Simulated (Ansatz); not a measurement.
**[HSO2]− (SMILES O=[SH][O-]) at BHLYP/STO-3G**

What is the vertical ionisation energy of [HSO2]− at BHLYP/STO-3G? 

The results are computed with Ansatz 0.2.0.

## (1) The structure to begin with

The species is [HSO2]− (4 atoms), meant as a singlet with charge -1. As SMILES, `O=[SH][O-]`. The shape is that of a GFN2-xTB optimisation.

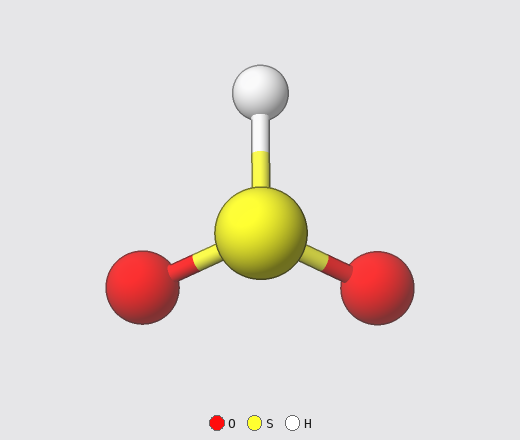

The structure, seen from a chosen angle (oxygen red, sulfur yellow, hydrogen white).

## (2) A single-point energy at BHLYP/STO-3G

The input, in.yaml:

```yaml
crystal:
  periodic: [false, false, false]
  atoms:
    - {symbol: O, position_ang: [-1.198220, 0.078790, 0.730410]}
    - {symbol: S, position_ang: [-0.199070, -0.294820, -0.302710]}
    - {symbol: O, position_ang: [1.007500, -0.941190, 0.274450]}
    - {symbol: H, position_ang: [0.389790, 1.157220, -0.702150]}
basis:
  gaussian:
    orbitals: STO-3G
total_charge: -1
hamiltonian:
  xc: {name: BHLYP}
accuracy: high
```

Launch:

```console
$ ansatz run in.yaml --threads 1 --pin off --max-ram 2610MiB --events-out events.jsonl --progress --plain --runs-dir runs
```

What it wrote:

```text
Warning: RAYON_NUM_THREADS=1 ignored (pool sized by the plan → 1); use --threads N
Functional definition: BHLYP
  name "BHLYP"
  parameter a = 0.5
  exchange = (1 - a)*b88_x + a*exact_x
  correlation = lyp_c
361 factors; integrals over basis functions are off by at most 3.3e-8 eV
mean field evaluation 1: about -14750.6760 eV, gradient 3.6e1 eV
mean field evaluation 2: about -14752.7453 eV, gradient 2.8e1 eV
mean field evaluation 4: about -14755.4817 eV, gradient 4.1e-1 eV
mean field evaluation 8: about -14755.5662 eV, gradient 3.5e-2 eV
mean field evaluation 16: about -14755.5662 eV, gradient 1.5e-7 eV
mean field -14755.56616750 eV, -542.2570549735 hartree, gradient 2.9e-8 eV, S^2 0.000000; 0 other end points of the search recorded, 0 dependent functions left out
reference -14755.56618166 eV, -542.2570554939 hartree; 17, 17 occupied and 3, 3 virtual orbitals, 361 factors
Total energy: -14755.56618166 eV, -542.2570554939 hartree
```

It took 0.86 s on 1 thread of Arm Neoverse V2, shared host.

## (3) Doublet neutral HSO2

The input, input.yaml:

```yaml
basis:
  gaussian:
    orbitals: STO-3G
crystal:
  periodic: [false, false, false]
  atoms:
    - symbol: O
      position_ang: [-1.198220, 0.078790, 0.730410]
    - symbol: S
      position_ang: [-0.199070, -0.294820, -0.302710]
    - symbol: O
      position_ang: [1.007500, -0.941190, 0.274450]
    - symbol: H
      position_ang: [0.389790, 1.157220, -0.702150]
magnetization:
  spin_polarized: true
  initial_magnetization: 1
hamiltonian:
  xc: {name: BHLYP}
accuracy: high
```

Launch:

```console
$ ansatz run input.yaml --threads 1 --pin off --max-ram 2610MiB --events-out events.jsonl --progress --plain --runs-dir runs
```

What it wrote:

```text
Warning: RAYON_NUM_THREADS=1 ignored (pool sized by the plan → 1); use --threads N
Functional definition: BHLYP
  name "BHLYP"
  parameter a = 0.5
  exchange = (1 - a)*b88_x + a*exact_x
  correlation = lyp_c
361 factors; integrals over basis functions are off by at most 3.3e-8 eV
mean field evaluation 1: about -14751.5674 eV, gradient 3.1e1 eV
mean field evaluation 2: about -14750.2369 eV, gradient 3.4e1 eV
mean field evaluation 4: about -14758.7331 eV, gradient 1.1e0 eV
mean field evaluation 8: about -14758.8430 eV, gradient 1.9e-1 eV
mean field evaluation 16: about -14758.8463 eV, gradient 7.4e-3 eV
mean field evaluation 32: about -14758.5898 eV, gradient 1.7e0 eV
mean field -14758.86242160 eV, -542.3781900777 hartree, gradient 4.2e-8 eV, S^2 0.808966; 4 other end points of the search recorded, 0 dependent functions left out
reference -14758.86243549 eV, -542.3781905878 hartree; 17, 16 occupied and 3, 4 virtual orbitals, 361 factors
Total energy: -14758.86243549 eV, -542.3781905878 hartree
```

Run time: 3.9 s. Hardware: 1 thread of Arm Neoverse V2, shared host; peak memory 0.12 GiB.

## (4) Results

Level: BHLYP/STO-3G.

| quantity | value |
| --- | --- |
| singlet [HSO2]−: total energy | -542.25706 Eh |
| doublet neutral HSO2: total energy | -542.37819 Eh |
| doublet neutral HSO2: ⟨S²⟩ | 0.809 |
| vertical ionisation energy (to the doublet neutral) | -3.296 eV |

The species is unbound against losing an electron at this level, by 3.30 eV (−76 kcal/mol); missing correlation or diffuse functions can give that sign where the real anion is bound. In a minimal basis such a difference can be off by several eV, whatever the method.
